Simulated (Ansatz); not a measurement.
```xyz
5

N    -3.8394   -2.0269    0.1367
O    -0.9636   -0.3008    0.4701
Sn   -1.8409   -2.2639    0.0786
H    -4.1434   -1.0525    0.3349
H    -1.7153    0.3101    0.5973
```

Geometry: BLYP-D3(BJ)/def2-SVPD; core potentials replace the inner electrons of Sn.

Theory: isolated molecule in a Gaussian basis; Kohn-Sham density functional theory, functional PBE0 (Ansatz 0.2.0).

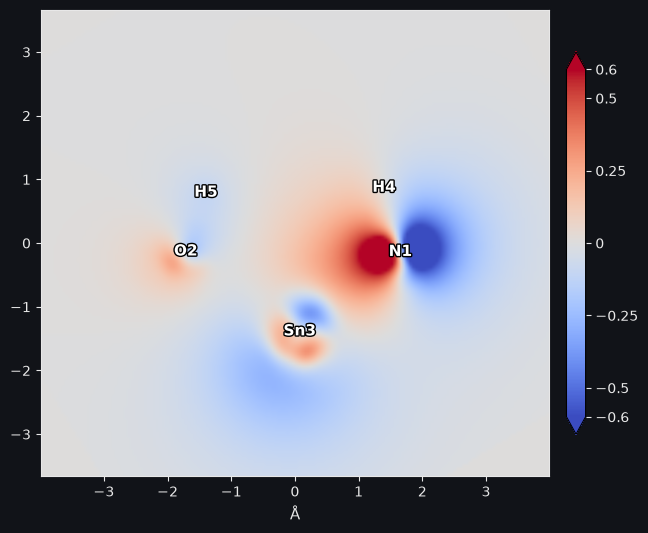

H$_{2}$NOSn (charge −1). The HOMO−1 on the molecular plane (values in Å⁻³ᐟ²; the overall sign is arbitrary).

Describe this orbital and give its energy.

Its weight (Hirshfeld) is mainly on N1 (about 55 %) and Sn3 (about 40 %); it is symmetric in the molecular plane (an in-plane orbital: σ, lone-pair or in-plane π type). Its energy is −1.19 eV.
